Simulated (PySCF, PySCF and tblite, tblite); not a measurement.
# C4H12Si2: a path driven as ring inversion, and NMR exchange, part 2 of 2

PySCF and tblite. Atoms count from 0. The steps go on from the part before.

## Step 12: Shieldings, start: PBE0/pcSseg-1

What the job is given:

```
{"job": {"kind": "nmr", "xc": "PBE0", "basis": "pcSseg-1", "pop": false}, "charge": 0, "multiplicity": 1}
C     -0.979062     1.237853     0.295090
C     -1.570745     0.025160    -0.424040
Si    -0.747861    -1.625451     0.041024
C      1.118760    -1.430991    -0.253513
Si     1.728251     0.249273     0.390122
C      0.451938     1.556688    -0.139124
H     -1.003320     1.068932     1.375003
H     -1.611295     2.110135     0.092394
H     -2.636822    -0.028379    -0.194608
H     -1.500612     0.189607    -1.501710
H     -1.307157    -2.706124    -0.784682
H     -1.011188    -1.916957     1.457308
H      1.322681    -1.501077    -1.321578
H      1.668423    -2.244387     0.215057
H      3.044403     0.588492    -0.171313
H      1.822143     0.228772     1.856792
H      0.734438     2.524244     0.280515
H      0.468267     1.680527    -1.224396
```

The log of the run:

```text
coarse grid: 15032 points
cycle   1  E = -738.0742798596  dE =  3.294e-01  |g| = 4.842e-01  |ddm| = 3.699e+00
cycle   2  E = -738.0429092263  dE =  3.137e-02  |g| = 5.891e-01  |ddm| = 9.360e-01
cycle   3  E = -738.1346287790  dE = -9.172e-02  |g| = 4.608e-02  |ddm| = 5.835e-01
cycle   4  E = -738.1351619598  dE = -5.332e-04  |g| = 1.355e-02  |ddm| = 7.005e-02
cycle   5  E = -738.1352036270  dE = -4.167e-05  |g| = 3.695e-03  |ddm| = 1.601e-02
cycle   6  E = -738.1352069106  dE = -3.284e-06  |g| = 8.305e-04  |ddm| = 3.652e-03
final grid: 133152 points
cycle   7  E = -738.1703920582  dE = -2.800e-05  |g| = 7.609e-03  |ddm| = 2.299e-02
cycle   8  E = -738.1703819591  dE =  1.010e-05  |g| = 9.785e-03  |ddm| = 1.553e-02
cycle   9  E = -738.1704070902  dE = -2.513e-05  |g| = 4.107e-04  |ddm| = 9.079e-03
cycle  10  E = -738.1704071263  dE = -3.608e-08  |g| = 9.754e-05  |ddm| = 5.820e-04
cycle  11  E = -738.1704071283  dE = -2.013e-09  |g| = 4.102e-05  |ddm| = 1.110e-04
cycle  12  E = -738.1704071286  dE = -3.679e-10  |g| = 7.082e-06  |ddm| = 3.529e-05
converged SCF energy = -738.1704071286

GIAO shielding tensors (ppm)
atom      isotropic    diamagn.    paramagn.     s11        s22        s33       span
  0 C      161.311     246.872     -85.561    155.606    164.129    164.198      8.592
  1 C      172.897     251.923     -79.027    156.254    177.124    185.311     29.057
  2 Si     393.501     879.918    -486.417    370.593    382.401    427.510     56.916
  3 C      198.612     256.986     -58.374    188.834    197.274    209.729     20.895
  4 Si     393.499     879.916    -486.417    370.584    382.400    427.514     56.931
  5 C      172.890     251.922     -79.032    156.253    177.119    185.297     29.044
  6 H       30.176      31.529      -1.353     27.035     28.443     35.050      8.015
  7 H       29.288      30.146      -0.859     22.996     28.120     36.747     13.751
  8 H       30.771      30.212       0.559     25.677     28.243     38.393     12.716
  9 H       31.140      31.893      -0.753     27.592     29.130     36.697      9.105
 10 H       27.276      28.798      -1.522     23.585     24.915     33.327      9.743
 11 H       27.465      29.367      -1.902     24.360     25.344     32.691      8.330
 12 H       31.832      31.482       0.350     27.686     28.467     39.343     11.657
 13 H       31.904      29.662       2.242     26.771     27.903     41.038     14.267
 14 H       27.276      28.798      -1.522     23.585     24.915     33.327      9.742
 15 H       27.464      29.365      -1.901     24.360     25.343     32.690      8.331
 16 H       30.770      30.211       0.559     25.677     28.241     38.391     12.714
 17 H       31.138      31.891      -0.753     27.590     29.128     36.696      9.106
```

It took 21 s on 1 thread of AMD EPYC 7R43, shared host; peak memory 0.76 GiB.

Key values: HOMO -7.79 eV, LUMO 0.87 eV; dipole 0.67 D.

## Step 13: Shieldings, saddle of leg 1: PBE0/pcSseg-1

What the job is given:

```
{"job": {"kind": "nmr", "xc": "PBE0", "basis": "pcSseg-1", "pop": false}, "charge": 0, "multiplicity": 1}
C     -0.964066     1.328816     0.204172
C     -1.619501    -0.066408     0.209378
Si    -0.637850    -1.500957    -0.568541
C      1.102227    -1.480543     0.196384
Si     1.718893     0.309281     0.403895
C      0.421963     1.415164    -0.438576
H     -0.880664     1.689151     1.232937
H     -1.626031     2.026423    -0.317979
H     -1.841764    -0.346510     1.241073
H     -2.588357    -0.007400    -0.288526
H     -0.559347    -1.357307    -2.029577
H     -1.336853    -2.760337    -0.271661
H      1.787398    -2.053435    -0.424571
H      1.087119    -1.980587     1.163074
H      3.027361     0.507619    -0.234604
H      1.824525     0.668088     1.826002
H      0.742147     2.458712    -0.408192
H      0.342801     1.150229    -1.494688
```

The log of the run:

```text
coarse grid: 15032 points
cycle   1  E = -738.0670480859  dE =  3.253e-01  |g| = 4.836e-01  |ddm| = 3.716e+00
cycle   2  E = -738.0363507325  dE =  3.070e-02  |g| = 5.859e-01  |ddm| = 9.317e-01
cycle   3  E = -738.1271688768  dE = -9.082e-02  |g| = 4.648e-02  |ddm| = 5.826e-01
cycle   4  E = -738.1277034242  dE = -5.345e-04  |g| = 1.409e-02  |ddm| = 7.159e-02
cycle   5  E = -738.1277491251  dE = -4.570e-05  |g| = 3.688e-03  |ddm| = 1.723e-02
cycle   6  E = -738.1277524197  dE = -3.295e-06  |g| = 8.558e-04  |ddm| = 3.501e-03
final grid: 133152 points
cycle   7  E = -738.1626981529  dE = -2.702e-05  |g| = 7.964e-03  |ddm| = 2.526e-02
cycle   8  E = -738.1626865238  dE =  1.163e-05  |g| = 1.035e-02  |ddm| = 1.667e-02
cycle   9  E = -738.1627147601  dE = -2.824e-05  |g| = 3.586e-04  |ddm| = 9.749e-03
cycle  10  E = -738.1627147849  dE = -2.479e-08  |g| = 1.021e-04  |ddm| = 4.945e-04
cycle  11  E = -738.1627147871  dE = -2.247e-09  |g| = 4.155e-05  |ddm| = 1.199e-04
cycle  12  E = -738.1627147875  dE = -3.818e-10  |g| = 6.013e-06  |ddm| = 3.713e-05
converged SCF energy = -738.1627147875

GIAO shielding tensors (ppm)
atom      isotropic    diamagn.    paramagn.     s11        s22        s33       span
  0 C      165.999     244.345     -78.346    155.850    170.967    171.179     15.329
  1 C      180.402     252.073     -71.671    169.227    175.035    196.943     27.716
  2 Si     401.016     879.950    -478.934    377.284    389.659    436.103     58.819
  3 C      204.174     257.327     -53.154    197.922    205.458    209.141     11.218
  4 Si     394.400     880.086    -485.686    375.618    382.153    425.429     49.811
  5 C      176.621     253.139     -76.518    163.033    181.639    185.190     22.157
  6 H       29.954      30.752      -0.798     24.914     28.922     36.025     11.111
  7 H       29.365      29.881      -0.516     22.902     28.641     36.552     13.650
  8 H       30.735      31.319      -0.584     25.957     28.926     37.322     11.364
  9 H       30.682      30.242       0.439     25.147     28.711     38.186     13.039
 10 H       27.353      29.573      -2.220     24.502     24.939     32.619      8.118
 11 H       27.474      28.871      -1.398     23.827     25.132     33.462      9.635
 12 H       31.759      30.009       1.750     26.445     28.059     40.772     14.326
 13 H       31.797      30.944       0.853     26.844     28.358     40.189     13.345
 14 H       27.330      29.020      -1.691     23.586     25.136     33.267      9.680
 15 H       27.505      29.503      -1.999     24.225     25.393     32.896      8.670
 16 H       31.078      30.263       0.815     25.807     28.530     38.898     13.092
 17 H       30.860      32.067      -1.207     27.682     28.777     36.121      8.439
```

Run time: 20 s. Hardware: 1 thread of AMD EPYC 7R43, shared host; peak memory 0.85 GiB.

In short: HOMO -7.83 eV, LUMO 0.84 eV; dipole 0.41 D.

## Step 14: Single-point energy, minimum 1: PBE0/pcSseg-1

What the job is given:

```
{"job": {"kind": "sp", "xc": "PBE0", "basis": "pcSseg-1", "pop": false}, "charge": 0, "multiplicity": 1}
C     -1.020481     1.333849    -0.019596
C     -1.501768    -0.062672     0.390831
Si    -0.691455    -1.494647    -0.562706
C      1.123023    -1.475149     0.020779
Si     1.615979     0.281202     0.574160
C      0.458930     1.424081    -0.411752
H     -1.207560     2.023368     0.808916
H     -1.625110     1.680524    -0.862900
H     -1.279559    -0.213034     1.450134
H     -2.588541    -0.095062     0.302807
H     -0.793608    -1.289510    -2.014225
H     -1.357020    -2.761031    -0.226567
H      1.777702    -1.816441    -0.778911
H      1.262968    -2.178875     0.839218
H      3.016047     0.581058     0.242613
H      1.433433     0.461949     2.021116
H      0.775377     2.465362    -0.336348
H      0.559451     1.152714    -1.465526
```

The log of the run:

```text
coarse grid: 15032 points
cycle   1  E = -738.0665715955  dE =  3.341e-01  |g| = 4.860e-01  |ddm| = 3.715e+00
cycle   2  E = -738.0338910414  dE =  3.268e-02  |g| = 5.940e-01  |ddm| = 9.509e-01
cycle   3  E = -738.1274395954  dE = -9.355e-02  |g| = 4.668e-02  |ddm| = 5.968e-01
cycle   4  E = -738.1279779659  dE = -5.384e-04  |g| = 1.394e-02  |ddm| = 7.452e-02
cycle   5  E = -738.1280236277  dE = -4.566e-05  |g| = 3.310e-03  |ddm| = 1.778e-02
cycle   6  E = -738.1280263335  dE = -2.706e-06  |g| = 8.601e-04  |ddm| = 3.381e-03
final grid: 133152 points
cycle   7  E = -738.1634371507  dE = -2.910e-05  |g| = 7.842e-03  |ddm| = 2.513e-02
cycle   8  E = -738.1634260513  dE =  1.110e-05  |g| = 1.016e-02  |ddm| = 1.637e-02
cycle   9  E = -738.1634532115  dE = -2.716e-05  |g| = 4.086e-04  |ddm| = 9.616e-03
cycle  10  E = -738.1634532473  dE = -3.575e-08  |g| = 1.026e-04  |ddm| = 6.224e-04
cycle  11  E = -738.1634532496  dE = -2.380e-09  |g| = 3.993e-05  |ddm| = 1.315e-04
cycle  12  E = -738.1634532500  dE = -3.433e-10  |g| = 7.890e-06  |ddm| = 3.728e-05
converged SCF energy = -738.1634532500
```

Wall time 9.4 s (1 thread of AMD EPYC 7R43, shared host); peak memory 0.63 GiB.

This run: HOMO -7.93 eV, LUMO 0.73 eV; dipole 0.28 D.

Single-point energy, saddle of leg 2: PBE0/pcSseg-1:

What the job is given:

```
{"job": {"kind": "sp", "xc": "PBE0", "basis": "pcSseg-1", "pop": false}, "charge": 0, "multiplicity": 1}
C     -1.009723     1.288427    -0.239305
C     -1.483455    -0.011138     0.415163
Si    -0.762599    -1.573938    -0.392747
C      1.124151    -1.468654    -0.156543
Si     1.608993     0.210228     0.591572
C      0.511712     1.535618    -0.224515
H     -1.506639     2.123916     0.263044
H     -1.363054     1.292167    -1.273776
H     -1.223909     0.007928     1.475387
H     -2.574177    -0.033279     0.367642
H     -1.113743    -1.598231    -1.820410
H     -1.322595    -2.768196     0.254617
H      1.624418    -1.605183    -1.113500
H      1.477143    -2.275524     0.481818
H      3.016528     0.532570     0.312724
H      1.425499     0.196025     2.050175
H      0.713223     2.491168     0.261518
H      0.858227     1.656096    -1.252867
```

The log of the run:

```text
coarse grid: 15032 points
cycle   1  E = -738.0674867783  dE =  3.256e-01  |g| = 4.835e-01  |ddm| = 3.717e+00
cycle   2  E = -738.0368558121  dE =  3.063e-02  |g| = 5.856e-01  |ddm| = 9.309e-01
cycle   3  E = -738.1275784845  dE = -9.072e-02  |g| = 4.646e-02  |ddm| = 5.820e-01
cycle   4  E = -738.1281125747  dE = -5.341e-04  |g| = 1.410e-02  |ddm| = 7.157e-02
cycle   5  E = -738.1281583171  dE = -4.574e-05  |g| = 3.691e-03  |ddm| = 1.724e-02
cycle   6  E = -738.1281616178  dE = -3.301e-06  |g| = 8.572e-04  |ddm| = 3.506e-03
final grid: 133152 points
cycle   7  E = -738.1626834816  dE = -2.692e-05  |g| = 7.853e-03  |ddm| = 2.469e-02
cycle   8  E = -738.1626722913  dE =  1.119e-05  |g| = 1.017e-02  |ddm| = 1.627e-02
cycle   9  E = -738.1626995318  dE = -2.724e-05  |g| = 3.531e-04  |ddm| = 9.589e-03
cycle  10  E = -738.1626995568  dE = -2.501e-08  |g| = 1.039e-04  |ddm| = 5.052e-04
cycle  11  E = -738.1626995591  dE = -2.310e-09  |g| = 3.909e-05  |ddm| = 1.097e-04
cycle  12  E = -738.1626995595  dE = -3.440e-10  |g| = 5.096e-06  |ddm| = 3.376e-05
converged SCF energy = -738.1626995595
```

It took 10 s on 1 thread of AMD EPYC 7R43, shared host; peak memory 0.62 GiB.

This run: HOMO -7.83 eV, LUMO 0.84 eV; dipole 0.41 D.

## Step 15: Single-point energy, minimum 2: PBE0/pcSseg-1

What the job is given:

```
{"job": {"kind": "sp", "xc": "PBE0", "basis": "pcSseg-1", "pop": false}, "charge": 0, "multiplicity": 1}
C     -0.795694     1.216332    -0.519044
C     -1.631597     0.099998     0.108030
Si    -0.815705    -1.621956     0.021442
C      1.016655    -1.374325    -0.415702
Si     1.736140     0.167483     0.427888
C      0.442289     1.565461     0.307225
H     -1.417755     2.113893    -0.612098
H     -0.496351     0.929906    -1.530401
H     -1.839107     0.366817     1.146063
H     -2.600515     0.066536    -0.393500
H     -1.469292    -2.439603    -1.013336
H     -0.948586    -2.300933     1.317291
H      1.113485    -1.266821    -1.495558
H      1.593722    -2.256542    -0.148278
H      2.981707     0.573817    -0.242378
H      2.030941    -0.118877     1.838806
H      0.116627     1.855214     1.308274
H      0.906593     2.453321    -0.126164
```

The log of the run:

```text
coarse grid: 15032 points
cycle   1  E = -738.0711716792  dE =  3.263e-01  |g| = 4.826e-01  |ddm| = 3.702e+00
cycle   2  E = -738.0405340052  dE =  3.064e-02  |g| = 5.854e-01  |ddm| = 9.107e-01
cycle   3  E = -738.1309028199  dE = -9.037e-02  |g| = 4.658e-02  |ddm| = 5.662e-01
cycle   4  E = -738.1314453300  dE = -5.425e-04  |g| = 1.419e-02  |ddm| = 6.957e-02
cycle   5  E = -738.1314904435  dE = -4.511e-05  |g| = 4.060e-03  |ddm| = 1.642e-02
cycle   6  E = -738.1314944355  dE = -3.992e-06  |g| = 7.941e-04  |ddm| = 3.679e-03
final grid: 133152 points
cycle   7  E = -738.1664689767  dE = -3.106e-05  |g| = 7.732e-03  |ddm| = 2.531e-02
cycle   8  E = -738.1664584973  dE =  1.048e-05  |g| = 9.951e-03  |ddm| = 1.535e-02
cycle   9  E = -738.1664844485  dE = -2.595e-05  |g| = 4.059e-04  |ddm| = 9.058e-03
cycle  10  E = -738.1664844846  dE = -3.618e-08  |g| = 1.037e-04  |ddm| = 5.704e-04
cycle  11  E = -738.1664844869  dE = -2.280e-09  |g| = 4.516e-05  |ddm| = 1.273e-04
cycle  12  E = -738.1664844874  dE = -4.682e-10  |g| = 6.128e-06  |ddm| = 3.853e-05
converged SCF energy = -738.1664844874
```

It took 10 s on 1 thread of AMD EPYC 7R43, shared host; peak memory 0.63 GiB.

In short: HOMO -7.88 eV, LUMO 0.64 eV; dipole 0.74 D.

Single-point energy, saddle of leg 3: PBE0/pcSseg-1:

What the job is given:

```
{"job": {"kind": "sp", "xc": "PBE0", "basis": "pcSseg-1", "pop": false}, "charge": 0, "multiplicity": 1}
C     -0.814712     1.266642    -0.462729
C     -1.644387     0.112263     0.097088
Si    -0.849484    -1.605861    -0.111037
C      1.051357    -1.484493    -0.154550
Si     1.788599     0.224509     0.252354
C      0.425599     1.548096     0.383921
H     -1.436677     2.168637    -0.489936
H     -0.520882     1.048903    -1.493086
H     -1.841938     0.311231     1.152588
H     -2.618799     0.108375    -0.395475
H     -1.320826    -2.195921    -1.374773
H     -1.283278    -2.464256     1.000987
H      1.392243    -1.778905    -1.146058
H      1.470255    -2.223364     0.525770
H      2.722116     0.610768    -0.818547
H      2.524059     0.176373     1.524567
H      0.112667     1.665652     1.423639
H      0.844088     2.511351     0.085278
```

The log of the run:

```text
coarse grid: 15032 points
cycle   1  E = -738.0704716736  dE =  3.170e-01  |g| = 4.797e-01  |ddm| = 3.697e+00
cycle   2  E = -738.0427300685  dE =  2.774e-02  |g| = 5.743e-01  |ddm| = 8.917e-01
cycle   3  E = -738.1294436692  dE = -8.671e-02  |g| = 4.602e-02  |ddm| = 5.495e-01
cycle   4  E = -738.1299713459  dE = -5.277e-04  |g| = 1.403e-02  |ddm| = 6.752e-02
cycle   5  E = -738.1300156209  dE = -4.428e-05  |g| = 3.985e-03  |ddm| = 1.626e-02
cycle   6  E = -738.1300194573  dE = -3.836e-06  |g| = 8.116e-04  |ddm| = 3.662e-03
final grid: 133152 points
cycle   7  E = -738.1653243970  dE = -2.888e-05  |g| = 7.825e-03  |ddm| = 2.339e-02
cycle   8  E = -738.1653139621  dE =  1.043e-05  |g| = 1.001e-02  |ddm| = 1.564e-02
cycle   9  E = -738.1653402667  dE = -2.630e-05  |g| = 3.926e-04  |ddm| = 9.076e-03
cycle  10  E = -738.1653402980  dE = -3.130e-08  |g| = 9.771e-05  |ddm| = 5.210e-04
cycle  11  E = -738.1653403000  dE = -1.945e-09  |g| = 4.516e-05  |ddm| = 1.175e-04
cycle  12  E = -738.1653403004  dE = -4.661e-10  |g| = 4.446e-06  |ddm| = 3.635e-05
converged SCF energy = -738.1653403004
```

Run time: 9.6 s. Hardware: 1 thread of AMD EPYC 7R43, shared host; peak memory 0.62 GiB.

This run: HOMO -7.81 eV, LUMO 0.71 eV; dipole 0.51 D.

## Step 16: The path in numbers

What the job is given:

```
{"job": {"smiles": "C1C[SiH2]C[SiH2]C1", "charge": 0, "mult": 1, "motion": "ring", "what": "6-membered ring", "atoms": [0, 1, 2, 3, 4, 5], "ring": [0, 1, 2, 3, 4, 5], "study": "path", "level": {"kind": "nmr", "xc": "PBE0", "basis": "pcSseg-1"}, "fields": [90, 300, 360], "first": 0, "seed": 299, "kind": "path"}, "charge": 0, "multiplicity": 1}
C     -0.979062     1.237853     0.295090
C     -1.570745     0.025160    -0.424040
Si    -0.747861    -1.625451     0.041024
C      1.118760    -1.430991    -0.253513
Si     1.728251     0.249273     0.390122
C      0.451938     1.556688    -0.139124
H     -1.003320     1.068932     1.375003
H     -1.611295     2.110135     0.092394
H     -2.636822    -0.028379    -0.194608
H     -1.500612     0.189607    -1.501710
H     -1.307157    -2.706124    -0.784682
H     -1.011188    -1.916957     1.457308
H      1.322681    -1.501077    -1.321578
H      1.668423    -2.244387     0.215057
H      3.044403     0.588492    -0.171313
H      1.822143     0.228772     1.856792
H      0.734438     2.524244     0.280515
H      0.468267     1.680527    -1.224396
```

The log of the run:

```text
stationary points (kcal/mol above the start)
  n  kind          group   xTB      DFT    lowest mode
  0  minimum      Cs       0.00     0.00     115.1
  1  saddle       C1       4.22     4.81    -102.6
  2  intermediate C2       3.35     4.22      89.5
  3  saddle       C1       4.22     4.82    -103.5
  4  intermediate C1       1.50     2.47      25.4
  5  saddle       Cs       2.16     3.34     -88.1
  6  minimum      Cs       0.00     0.00     114.3

GFN2-xTB energies: T/K, barrier G, reaction G (kcal/mol), k forward, k back (1/s)
 150.00     4.21    -0.00   4.61e+06    4.6e+06
 200.00     4.29    -0.00   1.72e+08   1.72e+08
 250.00     4.38    -0.00   1.51e+09   1.51e+09
 298.15     4.49    -0.00   6.15e+09   6.13e+09
 350.00     4.62    -0.00   1.79e+10   1.79e+10
 400.00     4.76    -0.00   3.85e+10   3.83e+10
 500.00     5.08    -0.00    1.1e+11    1.1e+11

PBE0/pcSseg-1 + D3(BJ) energies: T/K, barrier G, reaction G (kcal/mol), k forward, k back (1/s)
 150.00     4.81    -0.00   6.18e+05   6.17e+05
 200.00     4.89    -0.00   3.76e+07   3.75e+07
 250.00     4.98    -0.00    4.4e+08   4.38e+08
 298.15     5.09    -0.00   2.13e+09   2.13e+09
 350.00     5.23    -0.00   7.11e+09   7.09e+09
 400.00     5.37    -0.00   1.68e+10   1.67e+10
 500.00     5.68    -0.00   5.47e+10   5.46e+10
```

Wall time 2.1 min (1 thread of AMD EPYC 7R43, shared host); peak memory 0.85 GiB. This counts the whole study up to here.

Barriers by level (kcal/mol; entropies in cal/(mol K)). Zero-point and thermal terms come from xTB in every row. ΔG‡ leaves symmetry out; the rate counts equivalent paths (a factor of 2 or 4) and all 3 saddles; effective ΔG‡, where given, is the barrier that would give that rate by Eyring's equation alone:

| level | ΔE‡ | with zero-point | ΔH‡ | ΔS‡ | ΔG‡ (298 K) | ΔE of reaction | k at 298 K (1/s) | effective ΔG‡ |
| --- | --- | --- | --- | --- | --- | --- | --- | --- |
| GFN2-xTB | 4.22 | 4.12 | 3.74 | -2.5 | 4.49 | 0.00 | 6.2e+09 | 4.10 |
| PBE0/pcSseg-1 + D3(BJ) | 4.82 | 4.72 | 4.34 | -2.5 | 5.09 | 0.00 | 2.1e+09 | 4.73 |

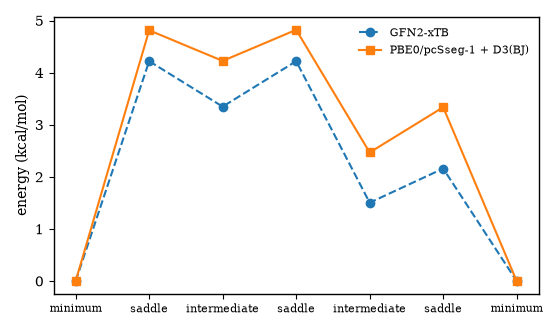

The xTB stationary points, at both levels.

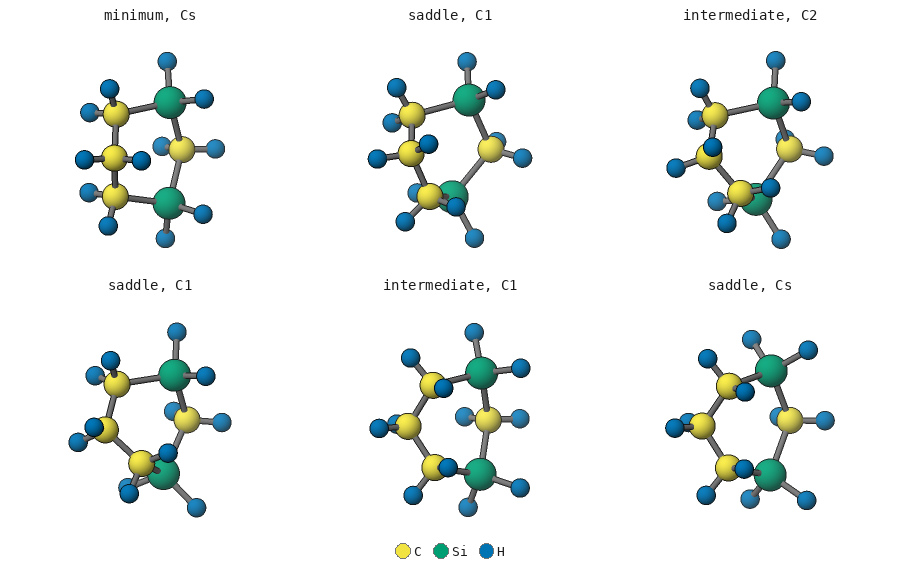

The stationary points in order.

Sites that the driver pairs across this motion, and where their lines would merge (no couplings; faster rotations or exchange between molecules can average them sooner):

| nucleus | sites: shielding (ppm) | proton frequency (MHz) | spread (Hz) | coalescence (K) | lines at 298 K |
| --- | --- | --- | --- | --- | --- |
| 1H | H6: 30.18; H7: 29.29 | 90 | 80 | 100 | 1 |
| 1H | H6: 30.18; H7: 29.29 | 300 | 266 | 105 | 1 |
| 1H | H6: 30.18; H7: 29.29 | 360 | 320 | 106 | 1 |
| 1H | H8, H16: 30.77; H9, H17: 31.14 | 90 | 33 | 97 | 1 |
| 1H | H8, H16: 30.77; H9, H17: 31.14 | 300 | 110 | 102 | 1 |
| 1H | H8, H16: 30.77; H9, H17: 31.14 | 360 | 133 | 102 | 1 |
| 1H | H10, H14: 27.28; H11, H15: 27.46 | 90 | 17 | 94 | 1 |
| 1H | H10, H14: 27.28; H11, H15: 27.46 | 300 | 57 | 99 | 1 |
| 1H | H10, H14: 27.28; H11, H15: 27.46 | 360 | 68 | 100 | 1 |
| 1H | H12: 31.83; H13: 31.90 | 90 | 6 | 90 | 1 |
| 1H | H12: 31.83; H13: 31.90 | 300 | 22 | 95 | 1 |
| 1H | H12: 31.83; H13: 31.90 | 360 | 26 | 96 | 1 |

## Step 17: What came out

The summary covers parts 1 to 2.

| quantity | value |
| --- | --- |
| barrier (PBE0/pcSseg-1 + D3(BJ)) | ΔE‡ 4.8, ΔG‡(298 K) 5.1 kcal/mol |
| barrier (GFN2-xTB) | ΔE‡ 4.2 kcal/mol |
| rate at 298 K | 2.1e+09 s⁻¹ |
| end of the path | the start, renumbered or mirrored |
| coalescence of 1H H6 | 106 K at 360 MHz |

What this shows: DFT puts the top 4.8 kcal/mol above the start (xTB: 4.2); the rate from the DFT barrier is 2.1e+09 s⁻¹ at 298 K. An error of 1.4 kcal/mol changes that rate tenfold. The 1H lines of H6 and its partners, 320 Hz apart at 360 MHz, merge at 106 K, so by this path alone the exchange at 298 K is fast for them; other paths were not followed. It was not proven that each saddle links the two ends.
